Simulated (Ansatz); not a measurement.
# ClH₃MgSi + HBr: a complex and its separated parts, part 2 of 2

Ansatz 0.2.0, Gaussian basis. Earlier steps stand in the parts before.

### Step 14. wB97X-V/def2-TZVPP

The inputs:

parta/in.yaml

```yaml
crystal:
  periodic: [false, false, false]
  atoms:
    - {symbol: Mg, position_ang: [-0.871531, -1.099170, -0.718875]}
    - {symbol: Cl, position_ang: [-1.794440, -3.085015, -0.738757]}
    - {symbol: Si, position_ang: [0.206130, 1.219012, -0.695106]}
    - {symbol: H, position_ang: [1.167604, 1.402897, -1.821754]}
    - {symbol: H, position_ang: [0.966630, 1.470740, 0.564160]}
    - {symbol: H, position_ang: [-0.805801, 2.309920, -0.811276]}
basis:
  gaussian: {orbitals: def2-TZVPP}
hamiltonian: {xc: {name: wB97X-V}}
```

partb/in.yaml

```yaml
crystal:
  periodic: [false, false, false]
  atoms:
    - {symbol: Br, position_ang: [0.252069, -1.745002, 2.069517]}
    - {symbol: H, position_ang: [0.879438, -0.473183, 2.152091]}
basis:
  gaussian: {orbitals: def2-TZVPP}
hamiltonian: {xc: {name: wB97X-V}}
```

Each run has its own folder and the same command.

Launch:

```bash
$ ansatz run in.yaml --threads 8 --pin off --events-out ev --progress --plain --max-ram 19148MiB
```

parta printed, shortened:

```text
Functional definition: wB97X-V
  name "wB97X-V"
  cite "Mardirossian & Head-Gordon, Phys. Chem. Chem. Phys. 16, 9904 (2014) doi:10.1039/C3CP54374A"
  cite "Becke, J. Chem. Phys. 107, 8554 (1997) doi:10.1063/1.475007"
  cite "Vydrov & Van Voorhis, J. Chem. Phys. 133, 244103 (2010) doi:10.1063/1.3521275"
[...]
      + integral(e_c_pw_opposite_spin*poly(b97_u_opposite, cos0, cos1)) + vv10(b, c)
1066 factors; their error is unknown
230 factors; integrals over basis functions are off by at most 2.6e-5 eV
[...]
mean field -25892.04432072 eV, -951.5150785285 hartree, gradient 8.8e-5 eV, S^2 0.000000; 0 other end points of the search recorded, 0 dependent functions left out
reference -25892.04431845 eV, -951.5150784449 hartree; 23, 23 occupied and 135, 135 virtual orbitals, 1066 factors
Total energy: -25892.04431845 eV, -951.5150784449 hartree
```

Log of partb, shortened:

```text
[... 5 set-up lines as earlier in the session ...]
[...]
      + integral(e_c_pw_opposite_spin*poly(b97_u_opposite, cos0, cos1)) + vv10(b, c)
472 factors; their error is unknown
73 factors; integrals over basis functions are off by at most 1.1e-4 eV
[...]
mean field -70056.29632238 eV, -2574.5214039842 hartree, gradient 1.2e-5 eV, S^2 0.000000; 0 other end points of the search recorded, 0 dependent functions left out
reference -70056.29632131 eV, -2574.5214039451 hartree; 18, 18 occupied and 44, 44 virtual orbitals, 472 factors
Total energy: -70056.29632131 eV, -2574.5214039451 hartree
```

Wall times: 2 s (parta), 0.45 s (partb) on 8 threads of Arm Neoverse V1, shared host.

### Step 15. wB97M-V/def2-TZVPP

The same edit goes into each in.yaml of step 14 (parta, partb):

```diff
-hamiltonian: {xc: {name: wB97X-V}}
+hamiltonian: {xc: {name: wB97M-V}}
```

The same command starts each run, in its folder.

Launch:

```bash
$ ansatz run in.yaml --threads 8 --pin off --events-out ev --progress --plain --max-ram 19148MiB
```

Output in parta, shortened:

```text
Functional definition: wB97M-V
  name "wB97M-V"
  cite "Mardirossian & Head-Gordon, J. Chem. Phys. 144, 214110 (2016) doi:10.1063/1.4952647"
[... 2 set-up lines as earlier in the session ...]
  # Of w^i u^j: cxij and so on, Table III.
[...]
  gx(w, u) = 1 - cx + cx01*u + cx10*w
[...]
      + integral(e_c_pw_mod_opposite_spin*gos(b97_w_opposite, b97_u_opposite)) + vv10(b, c)
1066 factors; their error is unknown
230 factors; integrals over basis functions are off by at most 2.6e-5 eV
[...]
mean field -25894.28933793 eV, -951.5975813892 hartree, gradient 8.5e-5 eV, S^2 0.000000; 0 other end points of the search recorded, 0 dependent functions left out
reference -25894.28939358 eV, -951.5975834342 hartree; 23, 23 occupied and 135, 135 virtual orbitals, 1066 factors
Total energy: -25894.28939358 eV, -951.5975834342 hartree
```

Log of partb, shortened:

```text
[... 5 set-up lines as earlier in the session ...]
  # Of w^i u^j: cxij and so on, Table III.
[...]
  gx(w, u) = 1 - cx + cx01*u + cx10*w
[...]
      + integral(e_c_pw_mod_opposite_spin*gos(b97_w_opposite, b97_u_opposite)) + vv10(b, c)
467 factors; their error is unknown
73 factors; integrals over basis functions are off by at most 1.1e-4 eV
[...]
mean field -70058.67557247 eV, -2574.6088398125 hartree, gradient 8.6e-6 eV, S^2 0.000000; 0 other end points of the search recorded, 0 dependent functions left out
reference -70058.67559828 eV, -2574.6088407608 hartree; 18, 18 occupied and 44, 44 virtual orbitals, 467 factors
Total energy: -70058.67559828 eV, -2574.6088407608 hartree
```

They took 2.3 s (parta), 0.5 s (partb) on 8 threads of Arm Neoverse V1, shared host.

### Step 16. B2PLYP/def2-TZVPP

Each input of step 15 (parta, partb) changes in the same lines:

```diff
-hamiltonian: {xc: {name: wB97M-V}}
+hamiltonian: {xc: {name: B2PLYP}}
```

One command serves all of them, each in its own folder.

Launch:

```bash
$ ansatz run in.yaml --threads 8 --pin off --events-out ev --progress --plain --max-ram 19148MiB
```

Output in parta, shortened:

```text
Functional definition: B2PLYP
  name "B2PLYP"
  cite "Grimme, J. Chem. Phys. 124, 034108 (2006) doi:10.1063/1.2148954"
[... 2 set-up lines as earlier in the session ...]
[...]
990 factors; integrals over basis functions are off by at most 9.4e-4 eV
[...]
mean field -25882.92934528 eV, -951.1801093596 hartree, gradient 1.6e-6 eV, S^2 0.000000; 0 other end points of the search recorded, 0 dependent functions left out
11 core orbitals not correlated: weight in the atoms' cores, before any rotation towards them, 1.000 or more for the frozen orbitals, at most 0.000 for the correlated occupied ones
reference -25882.92951754 eV, -951.1801156899 hartree; 12, 12 occupied and 135, 135 virtual orbitals, 990 factors
second order -16.59467124 eV of doubles, -0.00000000 eV of singles
Total energy: -25887.41007878 eV, -951.3447732783 hartree
```

Output in partb, shortened:

```text
[... 5 set-up lines as earlier in the session ...]
[...]
399 factors; integrals over basis functions are off by at most 1.5e-3 eV
[...]
mean field -70049.78223938 eV, -2574.2820158495 hartree, gradient 1.6e-6 eV, S^2 0.000000; 0 other end points of the search recorded, 0 dependent functions left out
9 core orbitals not correlated: weight in the atoms' cores, before any rotation towards them, 1.000 or more for the frozen orbitals, at most 0.000 for the correlated occupied ones
reference -70049.78234012 eV, -2574.2820195515 hartree; 9, 9 occupied and 44, 44 virtual orbitals, 399 factors
second order -9.24619846 eV of doubles, -0.00000000 eV of singles
Total energy: -70052.27881370 eV, -2574.3737632635 hartree
```

Wall times: 1.2 s (parta), 0.3 s (partb) on 8 threads of Arm Neoverse V1, shared host.

### Step 17. PBE-QIDH/def2-TZVPP

Each input of step 16 (parta, partb) changes in the same lines:

```diff
-hamiltonian: {xc: {name: B2PLYP}}
+hamiltonian: {xc: {name: PBE-QIDH}}
```

Each run has its own folder and the same command.

Launch:

```bash
$ ansatz run in.yaml --threads 8 --pin off --events-out ev --progress --plain --max-ram 19148MiB
```

parta printed, shortened:

```text
Functional definition: PBE-QIDH
  name "PBE-QIDH"
  cite "Brémond, Sancho-García, Pérez-Jiménez & Adamo, J. Chem. Phys. 141, 031101 (2014) doi:10.1063/1.4890314"
[... 1 set-up line as earlier in the session ...]
[...]
990 factors; integrals over basis functions are off by at most 9.4e-4 eV
[...]
mean field -25874.99518059 eV, -950.8885341849 hartree, gradient 7.7e-6 eV, S^2 0.000000; 0 other end points of the search recorded, 0 dependent functions left out
11 core orbitals not correlated: weight in the atoms' cores, before any rotation towards them, 1.000 or more for the frozen orbitals, at most 0.000 for the correlated occupied ones
reference -25874.99519474 eV, -950.8885347052 hartree; 12, 12 occupied and 135, 135 virtual orbitals, 990 factors
second order -15.54242845 eV of doubles, -0.00000000 eV of singles
Total energy: -25880.17600423 eV, -951.0789259420 hartree
```

Output in partb, shortened:

```text
[... 4 set-up lines as earlier in the session ...]
[...]
399 factors; integrals over basis functions are off by at most 1.5e-3 eV
[...]
mean field -70043.31095928 eV, -2574.0442006923 hartree, gradient 8.9e-7 eV, S^2 0.000000; 0 other end points of the search recorded, 0 dependent functions left out
9 core orbitals not correlated: weight in the atoms' cores, before any rotation towards them, 1.000 or more for the frozen orbitals, at most 0.000 for the correlated occupied ones
reference -70043.31096641 eV, -2574.0442009540 hartree; 9, 9 occupied and 44, 44 virtual orbitals, 399 factors
second order -8.68132220 eV of doubles, -0.00000000 eV of singles
Total energy: -70046.20474047 eV, -2574.1505451895 hartree
```

Times: 1.2 s (parta), 0.3 s (partb) on 8 threads of Arm Neoverse V1, shared host.

### Step 18. RPA on PBE/def2-TZVPP

The same edit goes into each in.yaml of step 17 (parta, partb):

```diff
-hamiltonian: {xc: {name: PBE-QIDH}}
+hamiltonian: {xc: pbe}
+correlation: {method: rpa}
```

The same command starts each run, in its folder.

Launch:

```bash
$ ansatz run in.yaml --threads 8 --pin off --events-out ev --progress --plain --max-ram 19148MiB
```

Log of parta, shortened:

```text
[... 4 set-up lines as earlier in the session ...]
[...]
990 factors; integrals over basis functions are off by at most 9.4e-4 eV
[...]
mean field -25883.29574871 eV, -951.1935744370 hartree, gradient 3.2e-6 eV, S^2 0.000000; 0 other end points of the search recorded, 0 dependent functions left out
11 core orbitals not correlated: weight in the atoms' cores, before any rotation towards them, 1.000 or more for the frozen orbitals, at most 0.000 for the correlated occupied ones
reference -25846.78856397 eV, -949.8519601432 hartree; 12, 12 occupied and 135, 135 virtual orbitals, 990 factors
Total energy: -25870.83620059 eV, -950.7356944893 hartree
```

partb printed, shortened:

```text
[... 4 set-up lines as earlier in the session ...]
[...]
399 factors; integrals over basis functions are off by at most 1.5e-3 eV
[...]
mean field -70052.13667306 eV, -2574.3685396915 hartree, gradient 4.1e-6 eV, S^2 0.000000; 0 other end points of the search recorded, 0 dependent functions left out
9 core orbitals not correlated: weight in the atoms' cores, before any rotation towards them, 1.000 or more for the frozen orbitals, at most 0.000 for the correlated occupied ones
reference -70014.55939066 eV, -2572.9876000339 hartree; 9, 9 occupied and 44, 44 virtual orbitals, 399 factors
Total energy: -70026.49301377 eV, -2573.4261525942 hartree
```

They took 1.1 s (parta), 0.3 s (partb) on 8 threads of Arm Neoverse V1, shared host.

### Step 19. CCSD(T)/def2-TZVPP

Each input of step 18 (parta, partb) changes in the same lines:

```diff
-hamiltonian: {xc: pbe}
-correlation: {method: rpa}
+correlation: {method: ccsd_t}
```

One command serves all of them, each in its own folder.

Launch:

```bash
$ ansatz run in.yaml --threads 8 --pin off --events-out ev --progress --plain --max-ram 19148MiB
```

parta printed, shortened:

```text
Functional definition: HF
  name "HF"
  cite "Fock, Z. Phys. 61, 126 (1930) doi:10.1007/BF01340294"
[... 1 set-up line as earlier in the session ...]
[...]
990 factors; integrals over basis functions are off by at most 9.4e-4 eV
[...]
mean field -25847.72963512 eV, -949.8865438701 hartree, gradient 3.2e-6 eV, S^2 0.000000; 0 other end points of the search recorded, 0 dependent functions left out
11 core orbitals not correlated: weight in the atoms' cores, before any rotation towards them, 1.000 or more for the frozen orbitals, at most 0.000 for the correlated occupied ones
reference -25847.72963512 eV, -949.8865438701 hartree; 12, 12 occupied and 135, 135 virtual orbitals, 990 factors
second order -13.97012285 eV of doubles, -0.00000000 eV of singles
cycle   1  -14.95910223 eV  change   -9.9e-1 eV  update   7.3e-2
[...]
cycle   8  -15.32723181 eV  change   -1.7e-5 eV  update   2.6e-5
perturbative correction -0.42996640 eV, -0.0158009736 hartree
Total energy: -25863.48683333 eV, -950.4656102237 hartree
```

Output in partb, shortened:

```text
[... 4 set-up lines as earlier in the session ...]
[...]
399 factors; integrals over basis functions are off by at most 1.5e-3 eV
[...]
mean field -70014.93832149 eV, -2573.0015254850 hartree, gradient 1.4e-6 eV, S^2 0.000000; 0 other end points of the search recorded, 0 dependent functions left out
9 core orbitals not correlated: weight in the atoms' cores, before any rotation towards them, 1.000 or more for the frozen orbitals, at most 0.000 for the correlated occupied ones
reference -70014.93832149 eV, -2573.0015254850 hartree; 9, 9 occupied and 44, 44 virtual orbitals, 399 factors
second order -7.83906918 eV of doubles, -0.00000000 eV of singles
cycle   1  -7.92765166 eV  change   -8.9e-2 eV  update   4.5e-2
[...]
cycle   7  -8.11359755 eV  change   -4.9e-6 eV  update   1.2e-5
perturbative correction -0.24160185 eV, -0.0088787043 hartree
Total energy: -70023.29352089 eV, -2573.3085733996 hartree
```

They took 8 s (parta), 0.3 s (partb) on 8 threads of Arm Neoverse V1, shared host; peak memory 1.1 GiB.

### Step 20. Vibrations of ClH₃MgSi

vib-parta/in.yaml reads:

```yaml
crystal:
  periodic: [false, false, false]
  atoms:
    - {symbol: Mg, position_ang: [-0.871531, -1.099170, -0.718875]}
    - {symbol: Cl, position_ang: [-1.794440, -3.085015, -0.738757]}
    - {symbol: Si, position_ang: [0.206130, 1.219012, -0.695106]}
    - {symbol: H, position_ang: [1.167604, 1.402897, -1.821754]}
    - {symbol: H, position_ang: [0.966630, 1.470740, 0.564160]}
    - {symbol: H, position_ang: [-0.805801, 2.309920, -0.811276]}
basis:
  gaussian: {orbitals: def2-TZVP}
hamiltonian: {xc: pbe0, dispersion: d4}
phonons: {temperatures: {t_min: 298.15, t_max: 900, t_step: 200}}
```

Launch:

```bash
$ ansatz run in.yaml --threads 8 --pin off --events-out ev --progress --plain --max-ram 19148MiB
```

Output, shortened:

```text
[... 5 set-up lines as earlier in the session ...]
[...]
956 factors; their error is unknown
[...]
mean field -25885.69577254 eV, -951.2817736861 hartree, gradient 2.1e-5 eV, S^2 0.000000; 0 other end points of the search recorded, 0 dependent functions left out
[...]
Atom 3 at     1.167604     1.402897    -1.821754 Å, force    -0.001220     0.001150     0.002070 eV/Å
Atom 4 at     0.966630     1.470740     0.564160 Å, force    -0.000141     0.001612    -0.001743 eV/Å
Atom 5 at    -0.805801     2.309920    -0.811276 Å, force     0.002572    -0.000592     0.000108 eV/Å
Dipole moment:     0.133065     0.286506     0.002708 e Å
Vibrations: 87.20 87.22 262.15 395.35 395.45 533.29 841.66 939.53 939.57 2186.98 2197.27 2197.37 cm⁻¹, zero-point energy 0.685821 eV
```

Run time: 17 s. Hardware: 8 threads of Arm Neoverse V1, shared host.

The modes, with what each moves most:

| mode | wavenumber (cm⁻¹) | character |
| --- | --- | --- |
| 1 | 87 | bend |
| 2 | 87 | bend |
| 3 | 262 | Mg–Si stretch |
| 4 | 395 | bend |
| 5 | 395 | bend |
| 6 | 533 | Mg–Cl stretch |
| 7 | 842 | bend |
| 8 | 940 | bend |
| 9 | 940 | bend |
| 10 | 2187 | Si–H stretch |
| 11 | 2197 | Si–H stretch |
| 12 | 2197 | Si–H stretch |

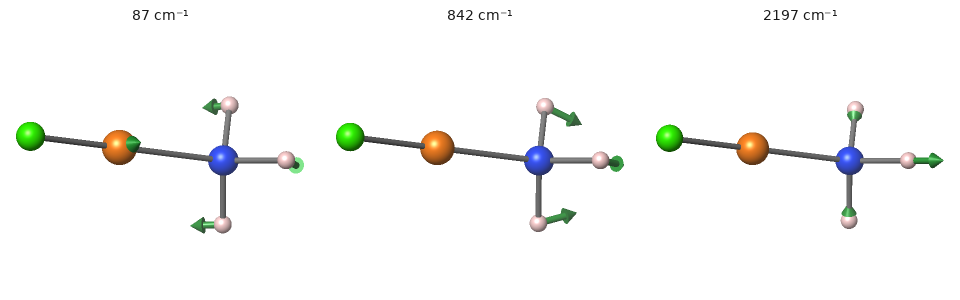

How the atoms move in 3 of the modes.

Vibrational sums (real modes only):

| T (K) | entropy (J/mol/K) | heat capacity (J/mol/K) |
| --- | --- | --- |
| 298 | 50.4 | 47.2 |
| 498 | 78.6 | 62.5 |
| 698 | 101.4 | 72.4 |
| 898 | 120.5 | 79.4 |

### Step 21. Vibrations of HBr

vib-partb/in.yaml reads:

```yaml
crystal:
  periodic: [false, false, false]
  atoms:
    - {symbol: Br, position_ang: [0.252069, -1.745002, 2.069517]}
    - {symbol: H, position_ang: [0.879438, -0.473183, 2.152091]}
basis:
  gaussian: {orbitals: def2-TZVP}
hamiltonian: {xc: pbe0, dispersion: d4}
phonons: {temperatures: {t_min: 298.15, t_max: 900, t_step: 200}}
```

Launch:

```bash
$ ansatz run in.yaml --threads 8 --pin off --events-out ev --progress --plain --max-ram 19148MiB
```

Output, shortened:

```text
[... 5 set-up lines as earlier in the session ...]
[...]
457 factors; their error is unknown
[...]
mean field -70054.57278216 eV, -2574.4580650495 hartree, gradient 2.1e-5 eV, S^2 0.000000; 0 other end points of the search recorded, 0 dependent functions left out
[...]
reference -70054.57271800 eV, -2574.4580626917 hartree; 18, 18 occupied and 36, 36 virtual orbitals, 457 factors
Total energy: -70054.57831875 eV, -2574.4582685155 hartree
Atom 0 at     0.252069    -1.745002     2.069517 Å, force    -0.000093    -0.000189    -0.000012 eV/Å
Atom 1 at     0.879438    -0.473183     2.152091 Å, force     0.000093     0.000189     0.000012 eV/Å
Dipole moment:     0.087595     0.177574     0.011529 e Å
Vibrations: 2667.52 cm⁻¹, zero-point energy 0.165365 eV
```

It took 1.6 s on 8 threads of Arm Neoverse V1, shared host.

Wavenumbers and character of the modes:

| mode | wavenumber (cm⁻¹) | character |
| --- | --- | --- |
| 1 | 2668 | Br–H stretch |

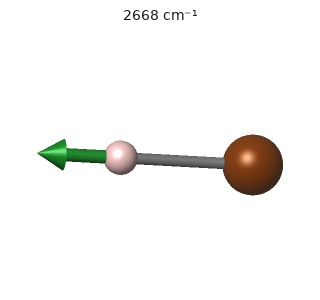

Displacements of 1 modes, as arrows.

Vibrational sums (real modes only):

| T (K) | entropy (J/mol/K) | heat capacity (J/mol/K) |
| --- | --- | --- |
| 298 | 0.0 | 0.0 |
| 498 | 0.0 | 0.2 |
| 698 | 0.2 | 1.0 |
| 898 | 0.6 | 2.2 |

### Step 22. Complex less separated parts

The complex's own energies come from single points at the same levels.

Rows are in def2-TZVPP; times add the 3 runs of a level on a shared host, so small differences are noise.

Differences are taken before rounding.

| method | rung | complex less parts (kJ/mol) | from CCSD(T) (kJ/mol) | time |
| --- | --- | --- | --- | --- |
| SPW92 | LDA | -42.0 | -15.0 | 1.4 s |
| PBE-D4 | GGA | -31.4 | -4.4 | 2.1 s |
| BLYP-D4 | GGA | -24.6 | +2.3 | 2.1 s |
| r2SCAN-D4 | meta-GGA | -31.6 | -4.7 | 4.8 s |
| B97M-V | meta-GGA | -29.1 | -2.2 | 8.9 s |
| PBE0-D4 | hybrid | -31.2 | -4.2 | 3.1 s |
| B3LYP-D4 | hybrid | -26.5 | +0.5 | 2.8 s |
| r2SCAN0-D4 | hybrid | -31.5 | -4.5 | 5.5 s |
| BHLYP-D4 | hybrid | -28.6 | -1.7 | 2.8 s |
| CAM-B3LYP-D4 | range-separated hybrid | -26.7 | +0.2 | 3.2 s |
| wB97X-V | range-separated hybrid | -29.7 | -2.7 | 7.2 s |
| wB97M-V | range-separated hybrid | -30.0 | -3.0 | 8.8 s |
| B2PLYP | double hybrid | -20.4 | +6.5 | 4.7 s |
| PBE-QIDH | double hybrid | -27.8 | -0.8 | 4.8 s |
| RPA on PBE | RPA | -23.5 | +3.4 | 4.2 s |
| Hartree-Fock | wavefunction | -9.5 | +17.4 |  |
| MP2 | wavefunction | -28.8 | -1.9 |  |
| CCSD | wavefunction | -24.6 | +2.4 |  |
| CCSD(T) | wavefunction | -27.0 | 0 | 1.7 min |

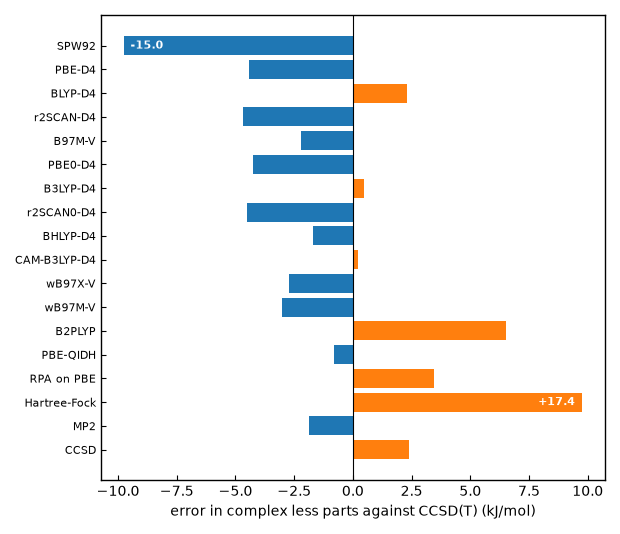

How far each level lands from CCSD(T). Bars with a number in them are cut short.

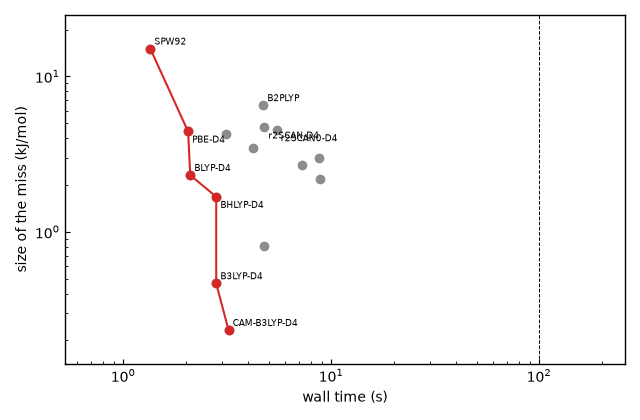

Accuracy for the time spent; red marks the levels that beat every quicker one drawn (of those quicker than the yardstick), and the dashed line is the time of CCSD(T). Only those levels and the largest misses are named. Times are from a shared host.

For cost: CAM-B3LYP-D4 gets within 0.2 kJ/mol in 3.2 s, where CCSD(T) took 1.7 min; the quickest level in the cost chart, SPW92, takes 1.4 s and misses by 15.0 kJ/mol.

The complex's zero-point energy, from a separate PBE0-D4 run, is 0.891 eV.

### Step 23. Results

What follows sums up all 2 parts.

```
                              quantity         value
complex less parts, CCSD(T)/def2-TZVPP  -27.0 kJ/mol
                with zero-point energy  -23.1 kJ/mol
                 largest T1 diagnostic         0.009
```

In words: At CCSD(T) the complex lies 27.0 kJ/mol below its parts. CAM-B3LYP-D4 is the best functional here (+0.2 kJ/mol from CCSD(T)); SPW92 is the worst (-15.0 kJ/mol). By rung, the mean size of the error is: LDA 15.0, GGA 3.4, meta-GGA 3.4, hybrid 2.7, range-separated hybrid 2.0, double hybrid 3.7 kJ/mol. The double hybrids carry no dispersion term here, unlike the levels marked D4 or V. PBE-D4 gives a relative energy 4.4 kJ/mol too low, outside chemical accuracy (1 kcal/mol, 4.2 kJ/mol). No counterpoise was applied, and triple zeta lacks some correlation, so the CCSD(T) reference has a basis error of its own, and close matches with it are partly luck.
